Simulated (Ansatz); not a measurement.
**Molecular dynamics, with input and output: C$_{4}$H$_{8}$O$_{4}$Ti (part 4 of 4)**

Continued. System: C$_{4}$H$_{8}$O$_{4}$Ti. Method: RKS BLYP/def2-SVP (Ansatz 0.2.0). The geometry comes from this level: PBE0-D4/def2-TZVP.

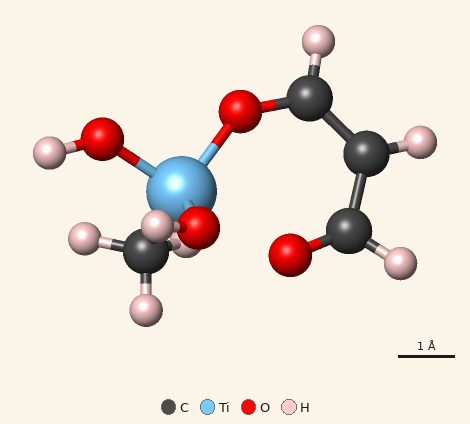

Figure 1. The geometry at step 45 of the log (ball-and-stick view, seen at a tilt).

**Trajectory as extended XYZ, continued**
```
17
Properties=species:S:1:pos:R:3:forces:R:3 step=39 time_fs=78.0 energy=-35570.58852 temperature=647.2
C     0.6525   -0.1151   -2.0828   -0.4666  -0.7229   0.3483
Ti    0.6968   -0.4792    0.0193   -0.5644   0.5356  -0.1835
O     1.9428    0.0831    1.1996   -0.6092   1.0246   0.3934
O     1.2293   -2.2111   -0.0365   -0.1466  -0.1165  -0.2458
O     0.0773    1.7299    0.2082   -1.7539   0.6446   1.1628
C    -1.0107    2.2001    0.7569    1.6641  -1.3344  -2.5770
C    -2.1149    1.3651    1.1212   -0.5540   1.7533   0.8748
C    -2.1016    0.0196    0.9277    0.1048  -1.8556   1.4346
O    -1.0950   -0.7086    0.5411   -0.4949  -0.1456  -0.1789
H     1.0538    0.8203   -2.4929    0.3011   0.0701  -0.2482
H     0.8140   -1.0523   -2.7030    0.0063   0.8808   0.2855
H    -0.4614    0.0424   -1.9540    0.3765  -0.1377  -0.3751
H     2.7263   -0.3069    0.8277    1.6823  -0.6552  -0.0720
H     1.8938   -2.4410   -0.7023    0.2975  -0.4024  -0.2573
H    -1.1622    3.2903    0.6384    0.0719   0.3362   0.6658
H    -2.9911    1.8057    1.6644    0.4305  -0.1517  -0.5936
H    -2.9118   -0.6147    1.3569   -0.3455   0.2768  -0.4338
17
Properties=species:S:1:pos:R:3:forces:R:3 step=40 time_fs=80.0 energy=-35570.33336 temperature=632.8
C     0.6358   -0.0888   -2.0742   -1.4676  -1.9277   1.0383
Ti    0.6918   -0.4748    0.0131   -1.0178   0.7466  -0.0162
O     1.9303    0.0933    1.1868    0.9455   0.4878  -0.0354
O     1.2324   -2.1881   -0.0187   -4.2535   0.9227   3.2106
O     0.0866    1.7276    0.2244   -2.1176   0.8773   0.9914
C    -1.0137    2.2017    0.7358    1.3086  -0.4434  -1.5980
C    -2.1301    1.3716    1.1286    1.1972   0.4313  -0.6328
C    -2.1322    0.0205    0.9281    0.7011  -2.2120   1.3108
O    -1.1051   -0.7088    0.5450   -0.9943   0.1670  -0.0013
H     1.0915    0.7839   -2.4501    0.7933   1.5408  -0.7961
H     0.8315   -1.0211   -2.6796   -0.1738   0.6668   0.2134
H    -0.5021    0.0790   -1.9347    1.1147  -0.1859  -0.5928
H     2.7586   -0.3235    0.8647    0.2325   0.0031   0.4856
H     1.8861   -2.3978   -0.5765    4.5619  -1.8897  -3.8062
H    -1.1584    3.3412    0.7126    0.2633  -0.8884   0.3676
H    -3.0011    1.7356    1.6053   -1.1862   1.0627   0.4894
H    -2.9537   -0.6338    1.3570    0.0924   0.6410  -0.6284
17
Properties=species:S:1:pos:R:3:forces:R:3 step=41 time_fs=82.0 energy=-35570.48676 temperature=693.0
C     0.6096   -0.0703   -2.0628    0.1625   0.3629   0.5222
Ti    0.6862   -0.4680    0.0084   -1.3488   0.8626  -0.0382
O     1.9179    0.1029    1.1706    2.5260   0.0496  -0.0906
O     1.2260   -2.1632    0.0087    2.6858  -1.9967  -2.3136
O     0.0909    1.7277    0.2414   -1.9486   0.7995   0.6134
C    -1.0124    2.1991    0.7142    0.6954  -0.0266  -0.3599
C    -2.1430    1.3821    1.1330    1.9310  -0.8841  -1.4139
C    -2.1588    0.0128    0.9353    1.5015  -1.4360   0.9056
O    -1.1164   -0.7104    0.5463   -1.3106   0.3181   0.1653
H     1.1614    0.8119   -2.4432   -0.2161   0.0367  -0.0209
H     0.8475   -0.9706   -2.6458   -0.2026  -0.1670  -0.2651
H    -0.4988    0.1283   -1.9550    0.5491  -0.1051  -0.5844
H     2.7926   -0.3491    0.9189   -1.1577   0.6452   0.7694
H     2.0526   -2.4378   -0.5972   -2.3379   0.5619   1.7624
H    -1.1421    3.3516    0.7951    0.2997  -1.1722  -0.0401
H    -3.0341    1.7011    1.5609   -1.8261   1.6115   0.8620
H    -2.9841   -0.6405    1.3346   -0.0027   0.5397  -0.4734
17
Properties=species:S:1:pos:R:3:forces:R:3 step=42 time_fs=84.0 energy=-35570.31717 temperature=687.5
C     0.5809   -0.0521   -2.0502    2.5126   1.9409   0.0367
Ti    0.6788   -0.4598    0.0037   -1.6529   0.8127   0.0559
O     1.9093    0.1134    1.1535    2.0798   0.5105   0.3179
O     1.2271   -2.1451    0.0302    3.8248  -2.6798  -2.8148
O     0.0894    1.7316    0.2583   -1.1878   0.3931   0.0520
C    -1.0078    2.1965    0.6964   -0.2040  -0.2515   0.8209
C    -2.1537    1.3930    1.1313   -0.2411  -1.0445  -0.6773
C    -2.1778    0.0014    0.9499    1.9706  -0.1945   0.3485
O    -1.1305   -0.7129    0.5468   -1.2939   0.3426   0.2961
H     1.2212    0.8426   -2.4478   -1.0852  -1.0726   0.5994
H     0.8595   -0.9239   -2.6176   -0.1617  -0.8799  -0.6679
H    -0.4719    0.1894   -2.0125   -0.9352   0.1397  -0.4777
H     2.7747   -0.3512    0.9960   -0.5731   0.3119   0.4881
H     2.1329   -2.4690   -0.5509   -3.4642   1.0934   2.2673
H    -1.1145    3.3143    0.8768    0.2087  -0.4526  -0.3255
H    -3.1234    1.7302    1.5467    0.5047   0.8048  -0.1682
H    -3.0136   -0.6390    1.2922   -0.3020   0.2259  -0.1514
17
Properties=species:S:1:pos:R:3:forces:R:3 step=43 time_fs=86.0 energy=-35570.63320 temperature=854.6
C     0.5569   -0.0310   -2.0362    2.6794   1.5423  -0.5463
Ti    0.6694   -0.4503   -0.0023   -1.8501   0.5240   0.2873
O     1.9056    0.1265    1.1353    0.0563   1.7128   0.5261
O     1.2376   -2.1340    0.0434    1.7007  -1.7018  -1.3727
O     0.0829    1.7407    0.2766   -0.0051  -0.2327  -0.5967
C    -1.0050    2.1942    0.6841   -1.2777  -0.7642   1.7199
C    -2.1665    1.4014    1.1224   -1.2896  -1.1026  -0.3573
C    -2.1898   -0.0091    0.9696    1.8703   0.7757  -0.1953
O    -1.1470   -0.7151    0.5461   -1.0788   0.3183   0.4319
H     1.2325    0.8354   -2.4369   -1.0151  -0.9291   0.6667
H     0.8677   -0.9049   -2.6174   -0.4321  -0.4763  -0.3372
H    -0.4830    0.2689   -2.0892   -0.8325  -0.0039  -0.4200
H     2.7240   -0.3446    1.0868    1.4537  -0.8576   0.2634
H     2.0835   -2.4680   -0.4063   -1.3656   0.3372   0.7982
H    -1.0883    3.2603    0.9497    0.0661   0.7164  -0.3655
H    -3.1808    1.7998    1.5172    1.7250   0.0887  -0.6019
H    -3.0477   -0.6371    1.2472   -0.4047   0.0527   0.0995
17
Properties=species:S:1:pos:R:3:forces:R:3 step=45 time_fs=90.0 energy=-35570.39008 temperature=768.6
C     0.5261    0.0101   -2.0141   -1.0426  -0.8026  -1.5174
Ti    0.6490   -0.4304   -0.0166   -1.6010  -0.2916   0.6871
O     1.8992    0.1658    1.0956    2.8199   0.0491   0.8592
O     1.2454   -2.1171    0.0669    3.2440  -2.4097  -1.3745
O     0.0738    1.7577    0.3042    1.2150  -0.9709  -1.2039
C    -1.0159    2.1824    0.6765   -2.1171  -0.0655   2.7138
C    -2.2040    1.4065    1.0983    1.5603  -1.7862  -1.2189
C    -2.1930   -0.0212    1.0105   -0.1118   1.2880  -0.9758
O    -1.1821   -0.7156    0.5439   -0.3147   0.1297   0.6500
H     1.1760    0.7793   -2.3643    1.0912   1.3327  -0.2899
H     0.8306   -0.8929   -2.6575   -0.7689   0.6536   0.5663
H    -0.5402    0.4257   -2.2582    1.2343  -0.9508   0.3288
H     2.7271   -0.3975    1.2707   -1.4911   0.8952  -0.1724
H     2.1852   -2.6095   -0.1628   -3.2445   1.6551   0.8399
H    -1.0574    3.2300    1.0554   -0.1424   0.5819  -0.6411
H    -3.0997    1.9398    1.3573   -0.6757   0.3503   0.4170
H    -3.1233   -0.6324    1.1722    0.3450   0.3417   0.3318
17
Properties=species:S:1:pos:R:3:forces:R:3 step=46 time_fs=92.0 energy=-35570.05555 temperature=652.2
C     0.5061    0.0280   -2.0134   -0.1440  -0.1022  -1.9342
Ti    0.6401   -0.4206   -0.0235   -1.3727  -0.5490   0.8687
O     1.9007    0.1859    1.0746    1.8897   0.5741   0.7488
O     1.2480   -2.1110    0.0778    4.1640  -2.9933  -1.2452
O     0.0761    1.7636    0.3131    0.5465  -0.8244  -0.9379
C    -1.0297    2.1729    0.6888   -1.1187   0.3817   2.3917
C    -2.2199    1.3972    1.0825    2.1721  -1.2340  -1.1288
C    -2.1914   -0.0218    1.0250   -0.9360   1.2096  -1.2454
O    -1.1964   -0.7126    0.5481    0.2437  -0.0819   0.6200
H     1.1922    0.8144   -2.3413    0.6182   0.5060   0.0307
H     0.7884   -0.8684   -2.6629   -0.5055   0.5390   0.4976
H    -0.5020    0.4625   -2.3389    0.5698  -0.7195   0.4728
H     2.6709   -0.3709    1.3532   -0.6594   0.3168  -0.1560
H     2.2539   -2.6949   -0.0772   -4.3422   2.5590   0.7066
H    -1.0568    3.2461    1.0716   -0.2558  -0.1234  -0.7965
H    -3.0696    2.0086    1.2717   -1.2455   0.2440   0.6425
H    -3.1362   -0.6224    1.1494    0.3757   0.2975   0.4645
17
Properties=species:S:1:pos:R:3:forces:R:3 step=47 time_fs=94.0 energy=-35570.53112 temperature=877.0
C     0.4874    0.0472   -2.0252    1.6870   1.0549  -1.0371
Ti    0.6294   -0.4107   -0.0301   -0.9297  -0.8092   1.0338
O     1.9072    0.2074    1.0568   -0.0487   1.7237  -0.2275
O     1.2605   -2.1134    0.0879    2.1868  -1.5906  -0.7900
O     0.0818    1.7694    0.3197   -0.6186  -0.5041  -0.4461
C    -1.0467    2.1670    0.7099    0.3772   0.2203   1.4880
C    -2.2303    1.3804    1.0643    0.7307   1.1348  -0.5394
C    -2.1919   -0.0190    1.0330   -1.2048   0.8750  -1.4368
O    -1.2069   -0.7081    0.5519    0.7405  -0.3030   0.5411
H     1.2355    0.8630   -2.3070   -0.2295  -0.6282   0.3080
H     0.7334   -0.8312   -2.6405    0.0758  -0.3540  -0.1658
H    -0.4382    0.4752   -2.4035   -0.9707   0.0798   0.1333
H     2.5853   -0.3249    1.4446    1.0307  -1.0022   0.5956
H     2.1506   -2.6772    0.0300   -2.5722   1.6811   0.2193
H    -1.0681    3.2556    1.0628   -0.3391  -0.4033  -0.7082
H    -3.0871    2.0922    1.2094    0.0772  -1.2305   0.4497
H    -3.1286   -0.6094    1.1393    0.0074   0.0555   0.5821
17
Properties=species:S:1:pos:R:3:forces:R:3 step=48 time_fs=96.0 energy=-35569.74498 temperature=736.8
C     0.4731    0.0704   -2.0418    2.4770   1.4892   0.3955
Ti    0.6173   -0.4013   -0.0351   -0.4016  -1.0184   1.1260
O     1.9160    0.2352    1.0397    1.3874   0.1265   0.8025
O     1.2760   -2.1185    0.0964  -10.4291   7.5721  -1.4192
O     0.0888    1.7739    0.3252   -1.6809  -0.2603   0.0834
C    -1.0621    2.1622    0.7362    1.6480  -0.5175   0.2203
C    -2.2382    1.3670    1.0451   -0.0873   2.8943  -0.1342
C    -2.1943   -0.0110    1.0352   -1.0108   0.2643  -1.5390
O    -1.2148   -0.7043    0.5545    1.0267  -0.3995   0.5008
H     1.2653    0.8814   -2.2500   -0.4721  -0.9163   0.1403
H     0.6792   -0.8060   -2.6149    0.6246  -1.3007  -0.7789
H    -0.4035    0.4794   -2.4612   -2.0251   0.8091  -0.2635
H     2.5398   -0.3298    1.5762   -0.7118   0.4187  -0.6901
H     1.9481   -2.5993    0.1473    9.8295  -6.9837   0.8194
H    -1.0911    3.2418    1.0243   -0.3592   0.1019  -0.3345
H    -3.1075    2.1359    1.1619    0.7211  -2.0487   0.4228
H    -3.1088   -0.5997    1.1486   -0.5365  -0.2311   0.6484
17
Properties=species:S:1:pos:R:3:forces:R:3 step=49 time_fs=98.0 energy=-35570.07249 temperature=943.5
C     0.4650    0.0982   -2.0580    0.4453   0.7638  -0.1108
Ti    0.6042   -0.3932   -0.0381    0.0984  -0.8036   1.1615
O     1.9269    0.2641    1.0269    1.8304  -0.8964   1.7672
O     1.2632   -2.1052    0.0994    2.7654  -2.3686   0.1398
O     0.0932    1.7770    0.3289   -2.3965  -0.0793   0.5860
C    -1.0736    2.1545    0.7643    2.4236  -1.2520  -1.0774
C    -2.2465    1.3623    1.0260    0.0911   2.9936   0.0847
C    -2.2013    0.0000    1.0330   -0.7293  -0.7232  -1.5257
O    -1.2175   -0.7018    0.5588    0.6966  -0.2881   0.6480
H     1.2749    0.8636   -2.1820   -0.0523  -0.3507  -0.2539
H     0.6464   -0.8155   -2.6170    0.6149  -0.6669  -0.4242
H    -0.4468    0.5109   -2.5248   -0.3590   0.2716   0.4440
H     2.4750   -0.3307    1.6866   -1.4019   1.2880  -1.8314
H     2.1273   -2.8023    0.2976   -3.4783   2.9753  -0.7635
H    -1.1338    3.2203    0.9682   -0.2793   0.9482   0.0767
H    -3.1089    2.1016    1.1250    0.2856  -1.5992   0.5354
H    -3.1034   -0.5969    1.1890   -0.5548  -0.2124   0.5436
17
Properties=species:S:1:pos:R:3:forces:R:3 step=50 time_fs=100.0 energy=-35569.47408 temperature=699.8
C     0.4584    0.1264   -2.0738   -1.4712  -0.6125  -0.8925
Ti    0.5895   -0.3851   -0.0405    0.7137  -0.6286   1.2154
O     1.9418    0.2909    1.0193    0.5666  -0.3779   0.7465
O     1.2555   -2.1015    0.0997    3.2682  -2.9632   0.7497
O     0.0935    1.7786    0.3313   -2.7038  -0.0167   0.9403
C    -1.0759    2.1431    0.7877    2.3127  -0.3619  -1.8381
C    -2.2573    1.3670    1.0092    1.7269   1.1362   0.0407
C    -2.2119    0.0101    1.0275   -0.7748  -1.7098  -1.2036
O    -1.2153   -0.6993    0.5656    0.0293  -0.0710   0.8377
H     1.2844    0.8373   -2.1326    0.5024   0.3645  -0.5211
H     0.6378   -0.8418   -2.6277    0.3213   0.5584   0.1908
H    -0.5144    0.5607   -2.5619    1.3117  -0.3546   1.0661
H     2.3620   -0.2768    1.7315   -0.4595   0.4690  -1.0461
H     2.1729   -2.8944    0.4182   -4.0808   3.7465  -1.3847
H    -1.1948    3.2294    0.9226    0.0229   0.4747   0.1771
H    -3.1010    2.0062    1.1030   -1.4548   0.1694   0.7657
H    -3.1222   -0.5958    1.2643    0.1692   0.1774   0.1560
```

The run was set up as follows.

**The input**
```yaml
crystal:
  periodic: [false, false, false]
  atoms:
    - {symbol: C, position_ang: [1.062262, -0.327264, -2.036059]}
    - {symbol: Ti, position_ang: [0.870476, -0.556301, 0.016265]}
    - {symbol: O, position_ang: [2.417608, -0.081593, 0.806878]}
    - {symbol: O, position_ang: [0.972929, -2.356799, 0.044103]}
    - {symbol: O, position_ang: [0.183283, 1.361631, 0.029028]}
    - {symbol: C, position_ang: [-0.861726, 1.931430, 0.429191]}
    - {symbol: C, position_ang: [-1.939582, 1.286207, 1.027018]}
    - {symbol: C, position_ang: [-1.897020, -0.082718, 1.234483]}
    - {symbol: O, position_ang: [-0.949580, -0.854749, 0.910529]}
    - {symbol: H, position_ang: [1.400678, 0.679197, -2.285741]}
    - {symbol: H, position_ang: [1.758832, -1.074690, -2.421197]}
    - {symbol: H, position_ang: [0.073255, -0.500779, -2.476515]}
    - {symbol: H, position_ang: [3.047332, -0.730551, 1.129475]}
    - {symbol: H, position_ang: [0.304260, -3.004513, 0.268690]}
    - {symbol: H, position_ang: [-0.906786, 3.018990, 0.292765]}
    - {symbol: H, position_ang: [-2.802323, 1.853307, 1.345522]}
    - {symbol: H, position_ang: [-2.753199, -0.561106, 1.725464]}
basis:
  gaussian: {orbitals: def2-SVP}
hamiltonian: {xc: {name: BLYP}}
md: {timestep: 2 fs, n_steps: 50, ensemble: nvt_langevin, temperature: 700, initial_velocities: maxwell_boltzmann, friction: 0.01, seed: 256}
```

Run as:
```bash
ansatz run in.yaml --threads 4 --pin off --events-out ev --progress --plain --max-ram 66560MiB --backend cuda --devices 0, --max-vram 37GiB
```

**Summary**

```csv
quantity,value
outcome,finished
mean temperature over the second half,636 K
trajectory,"50 steps, 100 fs"
ensemble,nvt_langevin
temperature in the input,700 K
time step,2 fs
potential energy (last step),−35569.4746 eV
SCF solution under orbital rotations (last step),stable
largest force (length of the vector) (last step),5.710 eV/Å
dipole moment (last step),2.54 D
hardware,"4 CPU threads, shared host"
wall time,2.4 min (CPU time 3 min)
peak memory,0.83 GiB
```

**Remarks**

So short a trajectory is not equilibrated. The logged temperature at the start can lie below the typed one, since it is counted over all degrees of freedom.
